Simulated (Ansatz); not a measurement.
**FH₅Si₃ (SMILES F[SiH]1[SiH2][SiH2]1): density, localisation and related maps**

The calculation's input:

```
crystal:
  periodic: [false, false, false]
  atoms:
    - {symbol: F, position_ang: [2.215701, 2.214739, -0.664209]}
    - {symbol: Si, position_ang: [0.985404, 1.367928, -0.013209]}
    - {symbol: Si, position_ang: [0.866610, -0.943196, 0.118525]}
    - {symbol: Si, position_ang: [-0.674776, 0.277237, -1.207734]}
    - {symbol: H, position_ang: [0.488252, 2.065590, 1.206511]}
    - {symbol: H, position_ang: [1.766780, -1.747122, -0.758404]}
    - {symbol: H, position_ang: [0.543848, -1.620944, 1.407804]}
    - {symbol: H, position_ang: [-2.115429, 0.484169, -0.879848]}
    - {symbol: H, position_ang: [-0.435650, -0.003856, -2.653192]}
basis:
  gaussian:
    orbitals: def2-TZVPD
hamiltonian:
  xc: pbe0
output: {forces: true, orbitals: {seedname: orbitals}}
```

Command:

```sh
ansatz run input.yaml --threads 1 --pin off --max-ram 2610MiB --events-out events.jsonl --progress --plain --runs-dir runs
```

Geometry: PBE0-D3(BJ)/def2-SVP.

Theory: Ansatz 0.2.0, isolated molecule in a Gaussian basis; Kohn-Sham density functional theory, functional PBE0.

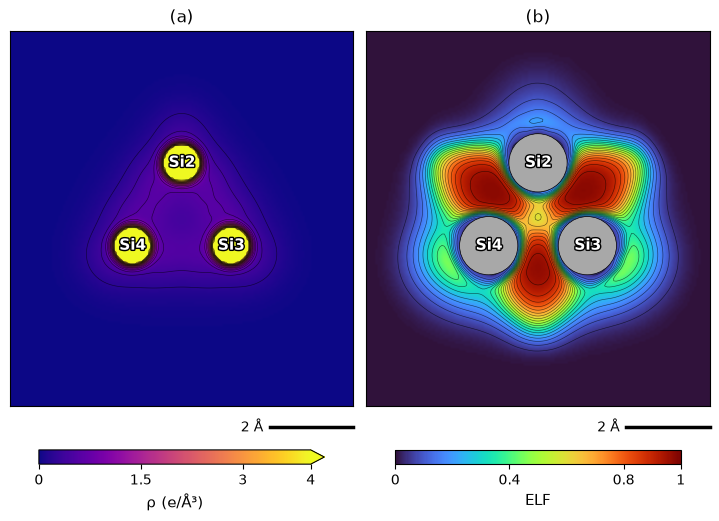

Figure 1. (a) electron density; (b) electron localisation function on the plane of atoms Si2, Si3 and Si4. Grey discs cover the atomic cores in the ELF map.

Read the bonding off the picture.

Answer.
- Atoms in the plane: Si.
- Si–Si (2.32 Å): ρ is about 0.6 e/Å³ halfway; the ELF peaks at about 0.90 between the atoms; localised, covalent bonding.
- Si–Si (2.37 Å): ρ is about 0.55 e/Å³ halfway; the ELF peaks at about 0.90 between the atoms; a covalent bond.

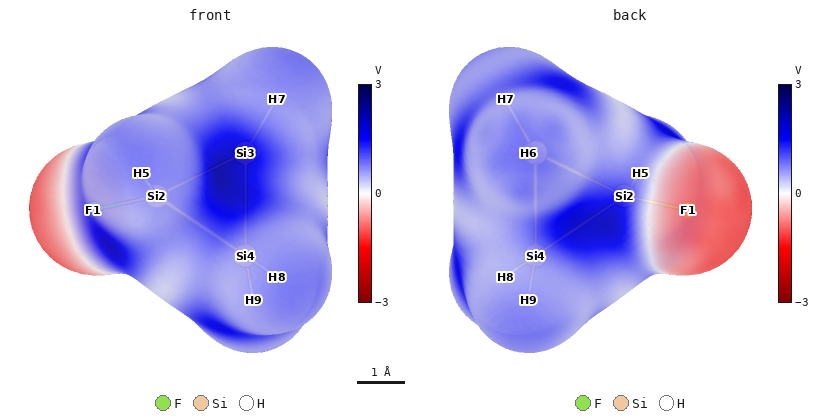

Figure 2. The molecular electrostatic potential painted on the density surface at 0.004 e/bohr³, seen from the front and from behind; the colour scale runs from red (negative) to blue (positive).

Which sites attract a positive test charge, and which a negative one?

Answer. A positive charge is drawn to the negative regions and a negative charge to the positive ones. The most negative region (about −1.0 V) lies over F1, the most positive (about +2.0 V) over Si2, Si3 and Si4.

What dipole moment does the calculation give?

Answer. Its dipole moment is 1.50 D.

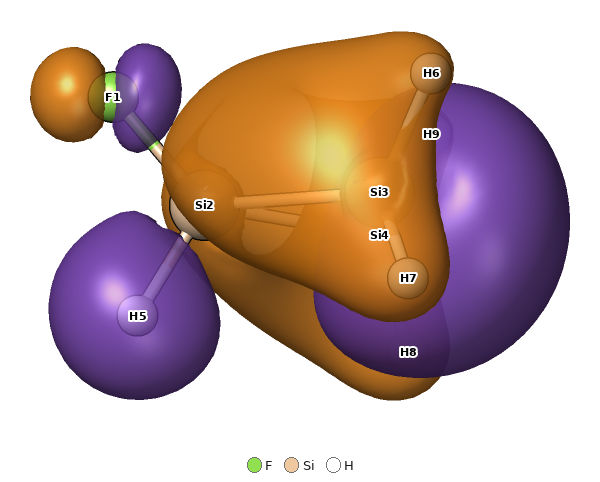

Figure 3. The HOMO−1 at ±0.06 Å⁻³ᐟ² (orange and purple are the two phases), seen from one side.

What is the character of this orbital?

Answer. By Hirshfeld shares it lies mainly on Si4 (about 35 %), Si3 (about 35 %) and Si2 (about 15 %). Its energy is −7.19 eV.
